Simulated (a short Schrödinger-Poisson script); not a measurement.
Stack: MOS inversion layer, SiO2 on p-type Si(100), at 300 K.

```tsv
layer	material	thickness (nm)	Na (cm⁻³)
1	SiO2	0.9	-
2	Si	210	4e18
```

The device is made up for the run: typed textbook-type constants, with dimensions and the other settings drawn at random. SiO2: permittivity 3.9, conduction-band edge (eV) 3.15, gap (eV) 9, electron mass (mₑ) 0.5. Si: permittivity 11.7, conduction-band edge (eV) 0, gap (eV) 1.124, Nv at 300 K (cm⁻³) 3.1e19.

Channel valleys (confinement mass, in-plane density-of-states mass, number): Δ2 0.916, 0.19, 2; Δ4 0.19, 0.417, 4. At the gate the conduction-band edge of layer 1 lies 3.72 eV − eVg above the Fermi level of the channel; the field vanishes at the back. Gaps are held at their typed values at every temperature. Mesh 0.03 nm at interfaces.

Solved with a short Schrödinger-Poisson script written for these runs: 1D Poisson equation in equilibrium, electrons quantum, Hartree (BenDaniel-Duke, 12 states a valley, the channel's in-plane mass for all, wave functions free to enter the dielectric), parabolic valleys, classical holes, full ionisation, no traps, pinning or gate leakage.

Only gate voltages with over 1e8 electrons/cm² are shown.

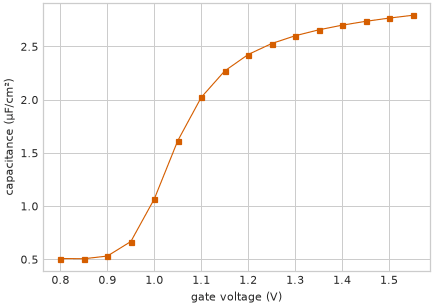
*Quasi-static capacitance against gate voltage*

```csv
Vg (V),electrons (cm⁻²),C (μF/cm²),Δ2 E0 (meV),Δ2 E1 (meV),Δ4 E0 (meV),Δ4 E1 (meV)
0.8,4.49e8,0.507,239.4,368.7,328.0,537.2
0.85,2.16e9,0.505,198.5,330.0,288.4,501.6
0.9,1.04e10,0.531,157.8,291.4,248.9,465.9
0.95,4.77e10,0.667,118.2,253.9,210.4,431.0
1,1.85e11,1.07,82.7,220.5,176.2,400.0
1.05,5.12e11,1.61,55.4,195.2,150.1,376.7
1.1,1.02e12,2.02,36.0,177.9,131.9,360.8
1.15,1.66e12,2.27,21.8,165.8,119.0,349.7
1.2,2.36e12,2.42,10.6,156.7,109.1,341.5
1.25,3.12e12,2.53,1.3,149.5,101.0,335.1
1.3,3.90e12,2.60,-6.8,143.5,94.2,329.8
1.35,4.71e12,2.66,-14.0,138.4,88.3,325.4
1.4,5.53e12,2.70,-20.6,133.9,83.0,321.5
1.45,6.37e12,2.74,-26.7,129.9,78.1,318.1
1.5,7.23e12,2.77,-32.4,126.3,73.6,315.0
1.55,8.09e12,2.79,-37.9,123.1,69.4,312.3
```

Subbands count from the Fermi level.
